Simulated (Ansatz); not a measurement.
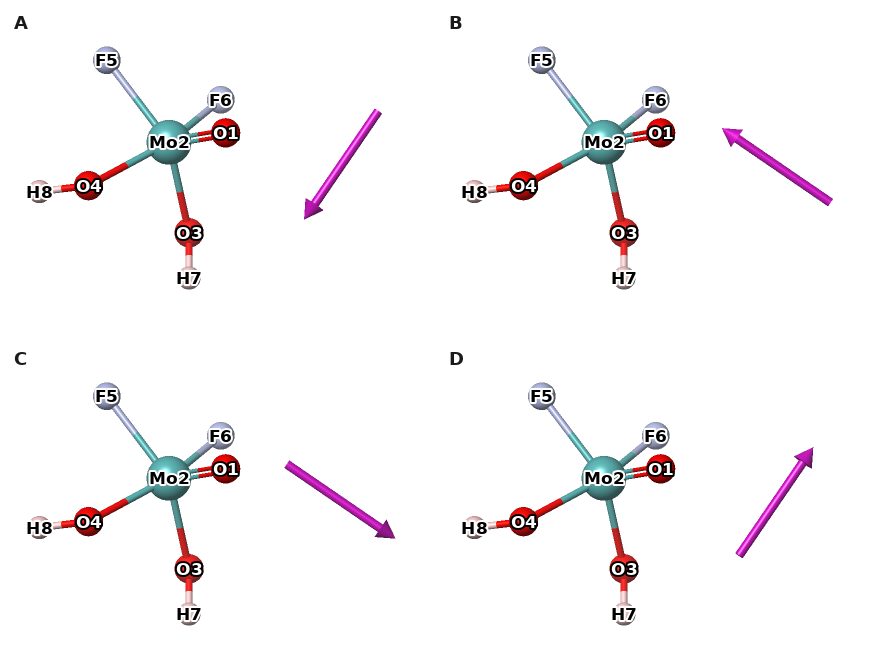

The same molecule four times, each with an arrow. Charge 0, singlet. The computed structure is the end point of a PBE-D4/def2-SVP optimisation. No frequency run is at hand to confirm it as a minimum. Level of theory: RKS PBE-D4/def2-SVP, core potentials on Mo (Ansatz 0.2.0).

> Which arrow points along the dipole moment, from the negative to the positive end?

A. The dipole moment is 3.79 D; it points from the side of F6 to the side of H8 (the outermost atoms at the two ends).
